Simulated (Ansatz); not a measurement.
Hf (hcp, Mg type): frozen-phonon scan

Hf (hcp, Mg type)

```
CELL_PARAMETERS angstrom
      3.20421     0.00000     0.00000
     -1.60210     2.77493     0.00000
      0.00000     0.00000    10.13811
ATOMIC_POSITIONS crystal
  Hf 0.33333 0.66667 0.37500
  Hf 0.33333 0.66667 0.87500
  Hf 0.66667 0.33333 0.12500
  Hf 0.66667 0.33333 0.62500
```

The atoms are displaced by Q × the pattern below (from a DFPT mode at A = (0.0, 0.0, 0.5), largest move 1; Q in Å), at fixed cell. It is one choice among 4 degenerate patterns. (q is in reciprocal vectors of the primitive cell; the cell shown is doubled to hold the pattern.)

```json
[
 {"atom": "Hf1", "x": "0.000", "y": "1.000", "z": "0.000"},
 {"atom": "Hf2", "x": "0.000", "y": "-1.000", "z": "0.000"}
]
```

Atoms not listed stay in place.

Computed with PBE (plane waves to 420 eV, PAW, scalar-relativistic; Ansatz, a first-principles code). k mesh 17×17×5 (Γ-centred), Fermi-Dirac smearing 0.05 eV. Energies are smeared free energies. With partly filled bands, energies and forces of such displacements shift with the k mesh and the smearing. Hf is run without spin polarisation. Hf was relaxed with its symmetry unable to fall. Spin-orbit coupling is left out, though Hf is heavy. The zero of ΔE is the undisplaced structure.

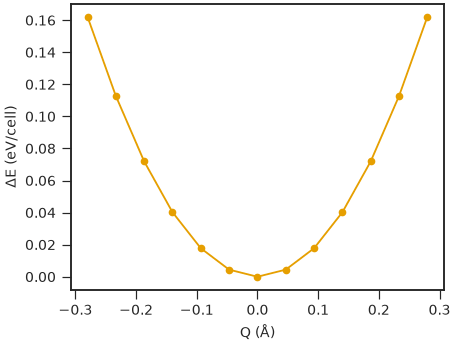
Fig. 1. ΔE (eV/cell) against Q (Å); computed points joined by lines.

The energy at Q = 0.280 Å comes out as 162 meV/cell. Shape of the curve: a single well with its minimum at or next to zero displacement. Space group of the distorted cell: Amm2 (No. 38), lowered from P6_3/mmc. Symmetry of the curve: even: the same for both signs. Harmonic wavenumber from the curvature (finite differences): 56 cm⁻¹.

E″ = 4.05 eV/Å², M = Σ mᵢ|uᵢ|² = 357.0 u, ν̃ = 521.5·√(|E″|/M).

(For displaced atoms, the force is minus the slope of the energy, and its curvature is a force constant, which sets phonon frequencies.)
